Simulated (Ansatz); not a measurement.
**One shape, several levels: C2F6 (hexafluoroethane)**

Wanted: a comparison of 6 runs (HF/STO-3G, HF/3-21G, HF/def2-SVP, B3LYP/6-31G*, PBE0/def2-SVP, r2SCAN/aug-cc-pVDZ) of C2F6 (hexafluoroethane). 

Program for the calculation: Ansatz 0.2.0.

3 further runs of the same task are left out: 3 set aside as unsound or not needed.

### Step 1. The system as given

C2F6: 8 atoms, total charge 0, spin state singlet. As SMILES, `FC(F)(F)C(F)(F)F`. The shape is that of a PBE0-D4/def2-TZVP optimisation.

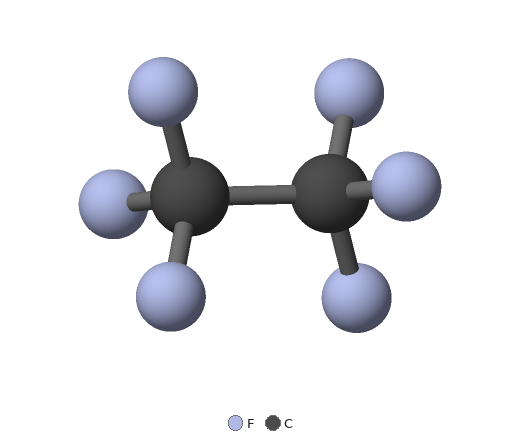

Viewed from a chosen angle; fluorine light blue, carbon dark grey.

### Step 2. Energy and forces at HF/STO-3G (run 1)

Input file job.yaml:

```yaml
crystal:
  periodic: [false, false, false]
  atoms:
    - {symbol: F, position_ang: [1.065570, -0.767260, 1.152000]}
    - {symbol: C, position_ang: [0.662650, -0.397300, -0.054910]}
    - {symbol: F, position_ang: [1.596070, 0.361280, -0.610920]}
    - {symbol: F, position_ang: [0.478560, -1.476610, -0.801220]}
    - {symbol: C, position_ang: [-0.662670, 0.397270, 0.054890]}
    - {symbol: F, position_ang: [-0.477000, 1.479670, 0.796360]}
    - {symbol: F, position_ang: [-1.068680, 0.762200, -1.152500]}
    - {symbol: F, position_ang: [-1.594500, -0.359250, 0.616310]}
basis:
  gaussian: {orbitals: STO-3G}
hamiltonian: {xc: hf}
accuracy: high
output: {forces: true, orbitals: {seedname: orbitals}}
```

The run is started by

```console
$ ansatz run job.yaml --threads 1 --pin off --max-ram 3480MiB --events-out events.jsonl --progress --plain --runs-dir runs
```

Log:

```text
Warning: RAYON_NUM_THREADS=1 ignored (pool sized by the plan → 1); use --threads N
Functional definition: HF
  name "HF"
  exchange = exact_x
  correlation = 0
911 factors; integrals over basis functions are off by at most 2.7e-8 eV
mean field evaluation 1: about -18031.8071 eV, gradient 5.5e1 eV
mean field evaluation 2: about -18032.1882 eV, gradient 5.6e1 eV
mean field evaluation 4: about -18042.1830 eV, gradient 3.1e0 eV
mean field evaluation 8: about -18042.2329 eV, gradient 1.8e-5 eV
mean field -18042.23291242 eV, -663.0398300669 hartree, gradient 2.3e-8 eV, S^2 0.000000; 0 other end points of the search recorded, 0 dependent functions left out
the calculation of the forces begins
reference -18042.23291242 eV, -663.0398300669 hartree; 33, 33 occupied and 7, 7 virtual orbitals, 911 factors
Total energy: -18042.23291242 eV, -663.0398300669 hartree
Atom 0 at     1.065570    -0.767260     1.152000 Å, force     1.003853    -0.919893     2.989682 eV/Å
Atom 1 at     0.662650    -0.397300    -0.054910 Å, force    -0.237226     0.143863     0.020376 eV/Å
Atom 2 at     1.596070     0.361280    -0.610920 Å, force     2.317950     1.875689    -1.377930 eV/Å
Atom 3 at     0.478560    -1.476610    -0.801220 Å, force    -0.450842    -2.678541    -1.850336 eV/Å
Atom 4 at    -0.662670     0.397270     0.054890 Å, force     0.238130    -0.142766    -0.019223 eV/Å
Atom 5 at    -0.477000     1.479670     0.796360 Å, force     0.454368     2.685223     1.837503 eV/Å
Atom 6 at    -1.068680     0.762200    -1.152500 Å, force    -1.011650     0.907814    -2.991652 eV/Å
Atom 7 at    -1.594500    -0.359250     0.616310 Å, force    -2.314582    -1.871389     1.391579 eV/Å
Dipole moment:    -0.000017    -0.000025    -0.000022 e Å
```

Wall time 1.7 s (1 thread of Arm Neoverse V1, shared host).

### Step 3. Energy and forces at HF/3-21G (run 2)

Input file run.yaml:

```yaml
crystal:
  periodic: [false, false, false]
  atoms:
    - symbol: F
      position_ang: [1.065570, -0.767260, 1.152000]
    - symbol: C
      position_ang: [0.662650, -0.397300, -0.054910]
    - symbol: F
      position_ang: [1.596070, 0.361280, -0.610920]
    - symbol: F
      position_ang: [0.478560, -1.476610, -0.801220]
    - symbol: C
      position_ang: [-0.662670, 0.397270, 0.054890]
    - symbol: F
      position_ang: [-0.477000, 1.479670, 0.796360]
    - symbol: F
      position_ang: [-1.068680, 0.762200, -1.152500]
    - symbol: F
      position_ang: [-1.594500, -0.359250, 0.616310]
basis:
  gaussian:
    orbitals: 3-21G.json
hamiltonian:
  xc: hf
accuracy: high
output: {forces: true, orbitals: {seedname: orbitals}}
```

The basis set 3-21G is read from a file made from the Basis Set Exchange's data (not shown).

The run is started by

```console
$ ansatz run run.yaml --threads 1 --pin off --max-ram 3480MiB --events-out events.jsonl --progress --plain --runs-dir runs
```

Log (excerpt; [...] marks lines left out):

```text
Warning: RAYON_NUM_THREADS=1 ignored (pool sized by the plan → 1); use --threads N
Functional definition: HF
  name "HF"
[...]
1620 factors; integrals over basis functions are off by at most 2.2e-8 eV
[...]
mean field -18197.41946802 eV, -668.7428307958 hartree, gradient 2.3e-8 eV, S^2 0.000000; 0 other end points of the search recorded, 0 dependent functions left out
[...]
reference -18197.41946802 eV, -668.7428307958 hartree; 33, 33 occupied and 39, 39 virtual orbitals, 1620 factors
Total energy: -18197.41946802 eV, -668.7428307958 hartree
Atom 0 at     1.065570    -0.767260     1.152000 Å, force     0.158445    -0.168991     0.708270 eV/Å
Atom 1 at     0.662650    -0.397300    -0.054910 Å, force    -1.432927     0.860443     0.119357 eV/Å
Atom 2 at     1.596070     0.361280    -0.610920 Å, force     0.466400     0.486368    -0.317546 eV/Å
Atom 3 at     0.478560    -1.476610    -0.801220 Å, force    -0.183688    -0.583143    -0.427927 eV/Å
Atom 4 at    -0.662670     0.397270     0.054890 Å, force     1.433711    -0.859466    -0.118299 eV/Å
Atom 5 at    -0.477000     1.479670     0.796360 Å, force     0.183950     0.583728     0.425365 eV/Å
Atom 6 at    -1.068680     0.762200    -1.152500 Å, force    -0.159753     0.167285    -0.709039 eV/Å
Atom 7 at    -1.594500    -0.359250     0.616310 Å, force    -0.466137    -0.486224     0.319819 eV/Å
Dipole moment:    -0.000031    -0.000045    -0.000037 e Å
```

Run time: 2.7 s. Hardware: 1 thread of Arm Neoverse V1, shared host.

Runs 3 to 5 aren't shown in full; the table further down has their settings and results.

### Step 4. Energy and forces at r2SCAN/aug-cc-pVDZ (run 6)

Input file molecule.yaml:

```yaml
crystal:
  periodic: [false, false, false]
  atoms:
    - {symbol: F, position_ang: [1.065570, -0.767260, 1.152000]}
    - {symbol: C, position_ang: [0.662650, -0.397300, -0.054910]}
    - {symbol: F, position_ang: [1.596070, 0.361280, -0.610920]}
    - {symbol: F, position_ang: [0.478560, -1.476610, -0.801220]}
    - {symbol: C, position_ang: [-0.662670, 0.397270, 0.054890]}
    - {symbol: F, position_ang: [-0.477000, 1.479670, 0.796360]}
    - {symbol: F, position_ang: [-1.068680, 0.762200, -1.152500]}
    - {symbol: F, position_ang: [-1.594500, -0.359250, 0.616310]}
basis:
  gaussian:
    orbitals: aug-cc-pVDZ
hamiltonian:
  xc: r2scan
accuracy: high
output:
  forces: true
  orbitals: {seedname: orbitals}
```

The run is started by

```console
$ ansatz run molecule.yaml --threads 1 --pin off --max-ram 3480MiB --events-out events.jsonl --progress --plain --runs-dir runs
```

Log (excerpt; [...] marks lines left out):

```text
Warning: RAYON_NUM_THREADS=1 ignored (pool sized by the plan → 1); use --threads N
Functional definition: r2SCAN
  name "r2SCAN"
[...]
3833 factors; integrals over basis functions are off by at most 2.5e-9 eV
[...]
mean field -18370.12013655 eV, -675.0894633035 hartree, gradient 4.4e-8 eV, S^2 0.000000; 0 other end points of the search recorded, 0 dependent functions left out
[...]
reference -18370.12013791 eV, -675.0894633534 hartree; 33, 33 occupied and 151, 151 virtual orbitals, 3833 factors
Total energy: -18370.12013791 eV, -675.0894633534 hartree
Atom 0 at     1.065570    -0.767260     1.152000 Å, force     0.231987    -0.223013     0.801914 eV/Å
Atom 1 at     0.662650    -0.397300    -0.054910 Å, force    -0.661507     0.397544     0.055234 eV/Å
Atom 2 at     1.596070     0.361280    -0.610920 Å, force     0.582314     0.522692    -0.365945 eV/Å
Atom 3 at     0.478560    -1.476610    -0.801220 Å, force    -0.157553    -0.694301    -0.490790 eV/Å
Atom 4 at    -0.662670     0.397270     0.054890 Å, force     0.662059    -0.396865    -0.054472 eV/Å
Atom 5 at    -0.477000     1.479670     0.796360 Å, force     0.157810     0.695027     0.488596 eV/Å
Atom 6 at    -1.068680     0.762200    -1.152500 Å, force    -0.233136     0.221407    -0.802496 eV/Å
Atom 7 at    -1.594500    -0.359250     0.616310 Å, force    -0.581974    -0.522491     0.367959 eV/Å
Dipole moment:    -0.000026    -0.000037    -0.000032 e Å
```

It took 82 s on 1 thread of Arm Neoverse V1, shared host; peak memory 1 GiB.

### Step 5. All runs side by side

```csv
run,level,energy (Eh),dipole moment (D),HOMO energy (eV),LUMO energy (eV),wall time
1,HF/STO-3G,-663.039830,0.00,-10.56,13.68,1.7 s
2,HF/3-21G,-668.742831,0.00,-15.86,7.57,2.7 s
3,HF/def2-SVP,-671.842082,0.00,-16.38,7.56,14 s
4,B3LYP/6-31G* (spherical functions),-675.247480,0.00,-10.43,2.72,23 s
5,PBE0/def2-SVP,-674.120084,0.00,-11.18,2.65,23 s
6,r2SCAN/aug-cc-pVDZ,-675.089463,0.00,-9.93,0.66,82 s
```

### Step 6. Results

| quantity | value |
| --- | --- |
| run 6: total energy | -675.08946 Eh |
| run 6: dipole moment | 0.00 D |
| run 6: HOMO energy | -9.93 eV |
| run 6: LUMO energy | 0.66 eV |
| run 6: HOMO–LUMO gap | 10.59 eV |
| run 6: largest force on an atom | 0.865 eV/Å |

In words: The HOMO–LUMO gap runs from 10.59 eV (r2SCAN/aug-cc-pVDZ) to 24.23 eV (HF/STO-3G). The two ends differ in method and basis. Totals of different functionals can't be ranked against each other. In run 1 the basis is minimal, so the values are rough. All runs together took 2.4 min, the longest 82 s.
